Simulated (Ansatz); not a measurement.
**Co: normal modes**

Aim: for Co, compute the harmonic modes.

Method: DFT PBEsol, scalar-relativistic, plane waves, PAW, in Ansatz 0.2.0.

1 further run of the same task is left out (set aside as unsound or not needed). Runs told in other sessions of the task aren't counted.

### Step 1. The structure to begin with

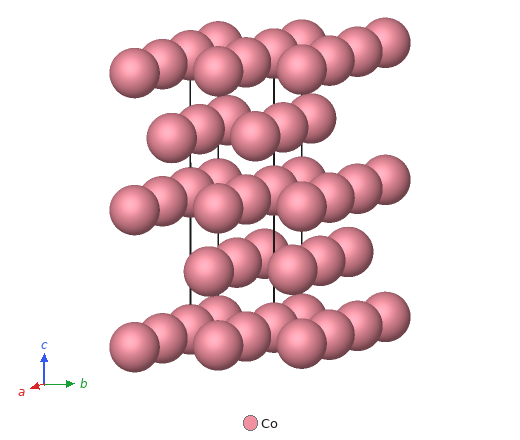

The starting structure, seen slightly off an axis (cobalt pink). 3×2×1 cells are drawn. Atoms on the faces are drawn again on the opposite ones.

As a file:

```
CELL_PARAMETERS angstrom
2.45521 0.00000 0.00000
-1.22761 2.12628 0.00000
0.00000 0.00000 7.96484
ATOMIC_POSITIONS crystal
Co 0.00000 0.00000 0.00000
Co 0.33333 0.66667 0.25000
Co 0.00000 0.00000 0.50000
Co 0.66667 0.33333 0.75000
```

It goes back to an entry of the Materials Project.

This cell was relaxed beforehand with the same method: volume 10.40 Å³/atom, gap on the mesh none (metal), site moments up to 1.7 μB.

### Step 2. The reference: the undisturbed cell on the scan's mesh

File input.yaml:

```yaml
crystal:
  lattice:
    - [2.4552110702, 0.0, 0.0]
    - [-1.2276055351, 2.1262751584, 0.0]
    - [0.0, 0.0, 7.9648408746]
  atoms:
    - { symbol: Co, position: [0.0, 0.0, 0.0], spin: 1.81 }
    - { symbol: Co, position: [0.3333333333, 0.6666666667, 0.25], spin: 1.83 }
    - { symbol: Co, position: [0.0, 0.0, 0.5], spin: 1.81 }
    - { symbol: Co, position: [0.6666666667, 0.3333333333, 0.75], spin: 1.83 }
basis:
  ecutwfc: 420
kpoints:
  mp_grid: { grid: [24, 24, 6] }
hamiltonian:
  xc: pbesol
scf:
  occupations: { method: gaussian, width: 0.15 }
output:
  forces: true
  stress: true
  eigenvalues: true
  populations: true
  write_density: true
  write_potential: true
  elf: true
  volumetric_format: npy
magnetization:
  spin_polarized: true
```

Command:

```console
ansatz run input.yaml --threads 2 --pin off --max-ram 5120MiB --backend cpu --events-out ev --progress --plain --runs-dir out
```

Standard output (excerpt; [...] marks lines left out):

```text
Warning: RAYON_NUM_THREADS=2 ignored (pool sized by the plan → 2); use --threads N
[...]
Pseudopotentials: kind: paw
Pseudopotential: Co, paw, valence charge 17, recommended cutoff 420 eV (normal), Co.paw.azcp
Functional definition: PBEsol
[...]
Crystal: 4 atoms, lattice volume = 41.580 Å³
Basis set: ecut = 420 eV, 777 PW (Γ), exchange–correlation on 36×36×108 points (8 copies of the dense FFT grid, shifted against one another)
Bands: 46, of which v1, the nominal top of the filled ones, is band 34 counted from 1 (33 counted from 0)
Symmetry: 24 space group operations
Space group: P63/mmc (ITA 194), of the structure as read, at distance tolerance 3.5e-5 Å
Magnetic group: BNS 194.263 (UNI 1493), of the structure as read, at distance tolerance 3.5e-5 Å
k-points: 244 of 3456
[...]
Starting moments: Σ|m| = 7.28 μB on 4 of 4 sites
[...]
SCF iter   1: F=—  HF=-20371.286374 eV  |F-HF|=—  |Δ(HF+E_count)|=         —  Δρ=1.07e-1 (↑6.19e-2 ↓1.07e-1)  dr2=6.68e0  dr2_m=2.27e-1  M=6.659 μB ∫|m|=6.885 μB  β_m=0.30  ethr=3.10e-3  ⟨swp⟩=5.3  Hψ=71459  notcnv=0  defer=502
[...]
spin=Collinear: Kerker preconditioning applied to the charge; magnetization (m = ρ↑ − ρ↓) channel mixes plain (no charge-response kernel on spin).
[...]
SCF iter  14: F=-20371.961326 eV  HF=-20371.961326 eV  |F-HF|=4.36e-9  |Δ(HF+E_count)|=  3.17e-10  Δρ=2.85e-6 (↑8.61e-7 ↓2.85e-6)  dr2=5.06e-9  dr2_m=4.11e-10  M=6.408 μB ∫|m|=6.934 μB  ethr=1.99e-11  ⟨swp⟩=9.9  Hψ=141301  notcnv=0
[...]
SCF converged after 14 iterations
Magnetization: 6.4084 μB (37.2042 up, 30.7958 down)
Absolute magnetization: 6.9358 μB (∫|ρ↑−ρ↓|, with the PAW one-centre terms)
Spin contamination: 0.0903 ħ² per cell (⟨S²⟩ above its minimum at these occupations)
Per-site moments (μB) at R_I (Å): [(1.6535829421240058, 1.0082458573505046), (1.6724175494922873, 1.0082458573505046), (1.6535829421240051, 1.0082458573505046), (1.672417549492287, 1.0082458573505046)]
Free energy (F): -20371.961326 eV
[...]
E sigma→0 (E₀):  -20371.941404 eV
Entropy (-TS):   -0.039843 eV (-9.961 meV/atom)
Fermi energy:    19.552805 eV
[...]
--- Forces (eV/Å), atoms counted from 1 ---
  atom   1  Co     0.00000000     0.00000000    -0.00000000
  atom   2  Co     0.00000000    -0.00000000     0.00000000
  atom   3  Co     0.00000000     0.00000000     0.00000000
  atom   4  Co     0.00000000     0.00000000     0.00000000
[...]
--- Stress (GPa, compression-positive) ---
        0.254504       0.000000       0.000000
        0.000000       0.254504       0.000000
        0.000000       0.000000       0.049564
  P = ⅓ Tr σ = 0.1862 GPa (1.862 kbar)
--- Band table (eV; the first three rows and the last of 488) ---
[...]
--- Löwdin populations: 4 sites ---
  site symbol       q [e]    m [muB]
     0     Co     16.7813     1.6514
     1     Co     16.7769     1.6668
     2     Co     16.7813     1.6514
     3     Co     16.7769     1.6668
  spilling = 0.012994 (of n_electrons = 68.000000)
```

It took 16 s on 2 threads of AMD EPYC 9R45 (Zen 5), shared host; peak memory 1 GiB.

Per atom:

```tsv
atom	moment in the atom's sphere (μB)	Löwdin electrons
Co1	1.65	16.78
Co2	1.67	16.78
Co3	1.65	16.78
Co4	1.67	16.78
```

The Löwdin counts miss 0.88 of the 68 electrons, which the atomic orbitals do not span, so they are no charges.

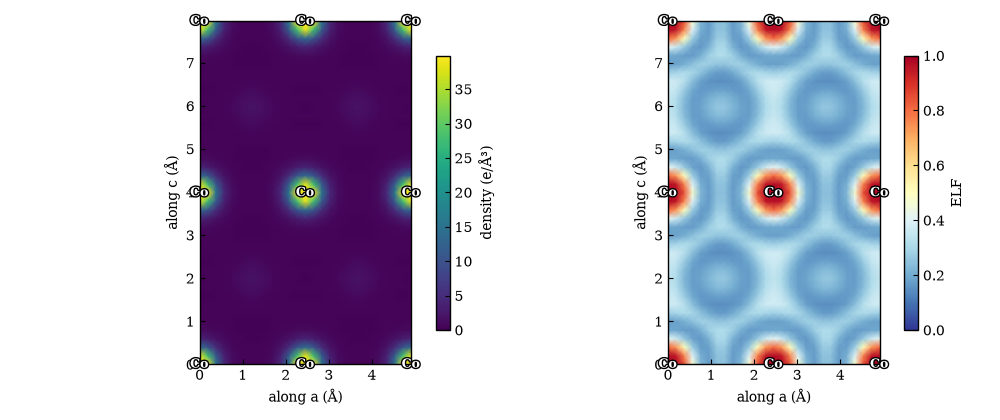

Density (left) and ELF (right) in a lattice plane of the grid's cell (edges 2.46 and 7.96 Å, at 0.000 of the third edge), which holds Co. Only atoms in the plane are labelled; the density scale stops at 39.88 e/Å³. Both are smooth fields of the valence electrons: close to the nuclei they are not physical.

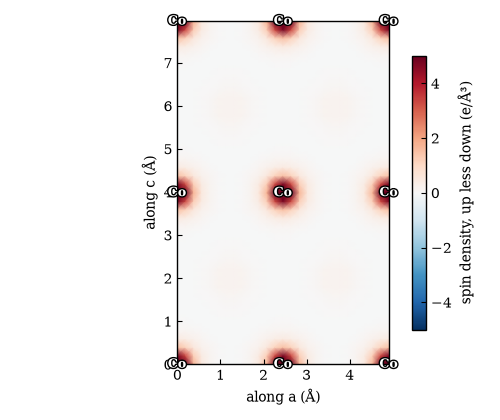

Spin density in a lattice plane of the grid's cell (edges 2.46 and 7.96 Å, at 0.000 of the third edge), which holds Co.

The reference gives a free energy of -20371.9613 eV, pressure 0.19 GPa, largest force 0.000 eV/Å and gap on the mesh none (metal).

### Step 3. Zone-centre phonons by finite displacements

input.yaml: that of step 2 with these lines changed.

```diff
@@ -19,11 +19,11 @@
 output:
-  forces: true
-  stress: true
   eigenvalues: true
   populations: true
-  write_density: true
-  write_potential: true
-  elf: true
-  volumetric_format: npy
 magnetization:
   spin_polarized: true
+phonons:
+  method: fd
+  supercell: [1, 1, 1]
+  amplitude: 0.02
+  eigenvectors: true
+  dielectric: false
```

Command:

```console
ansatz run input.yaml --threads 2 --pin off --max-ram 5120MiB --backend cpu --events-out ev --progress --plain --runs-dir out
```

Standard output (excerpt; [...] marks lines left out):

```text
Warning: RAYON_NUM_THREADS=2 ignored (pool sized by the plan → 2); use --threads N
[...]
[... 3 set-up lines as earlier in the session ...]
[...]
Crystal: 4 atoms, lattice volume = 41.580 Å³
Basis set: ecut = 420 eV, 777 PW (Γ), exchange–correlation on 36×36×108 points (8 copies of the dense FFT grid, shifted against one another)
Bands: 46, of which v1, the nominal top of the filled ones, is band 34 counted from 1 (33 counted from 0)
[... 2 set-up lines as earlier in the session ...]
Magnetic group: BNS 194.263 (UNI 1493), of the structure as read, at distance tolerance 3.5e-5 Å
k-points: 244 of 3456
[...]
Starting moments: Σ|m| = 7.28 μB on 4 of 4 sites
[...]
--- Band table (eV; the first three rows and the last of 488) ---
[...]
--- Phonons: 3 displaced members + reference (amplitude 0.02 Å, Σ member SCF iterations 49) ---
  symmetry images taken by strict's conditions (phonons.symmetry_images: auto; settled by no image being taken that strict refuses)
  ASR residual: 4.365e-3 → 0.000e0 eV/Å²; symmetrization residual: 2.171e-3 eV/Å²
  largest component of a force at the reference: 3.7e-17 eV/Å
  ASR residual per site (eV/Å²): 4.35e-3 4.36e-3 4.35e-3 4.36e-3
  Γ frequencies (cm⁻¹): 0.00 0.00 0.00 118.67 118.67 118.97 118.97 145.37 145.37 240.70 251.15 257.59
  density of states and harmonic sums: on the 29×29×8 q-mesh, interpolated from the force constants of a 1×1×1 supercell (no non-analytic term)
  largest difference from the sums on the solved wave vectors: F 5.73e-1 eV, S 8.32e-4 and C_V 2.58e-4 eV/K
[...]
--- Löwdin populations: 4 sites ---
  site symbol       q [e]    m [muB]
     0     Co     16.7813     1.6514
     1     Co     16.7769     1.6668
     2     Co     16.7813     1.6514
     3     Co     16.7769     1.6668
  spilling = 0.012994 (of n_electrons = 68.000000)
```

Run time: 2.9 min. Hardware: 2 threads of AMD EPYC 9R45 (Zen 5), shared host; peak memory 3.3 GiB.

Wavenumbers in cm⁻¹, from the file of eigenvectors (i: imaginary; no LO–TO term): 1: 0, 2: 0, 3: 0, 4: 119, 5: 119, 6: 119, 7: 119, 8: 145, 9: 145, 10: 241, 11: 251, 12: 258. Three modes near zero are the rigid translations.

### Step 4. What came out

```
quantity                  value
   modes  12 from 0 to 258 cm⁻¹
```

In words: No mode of this cell is imaginary beyond 10 cm⁻¹; other wave vectors were not probed.
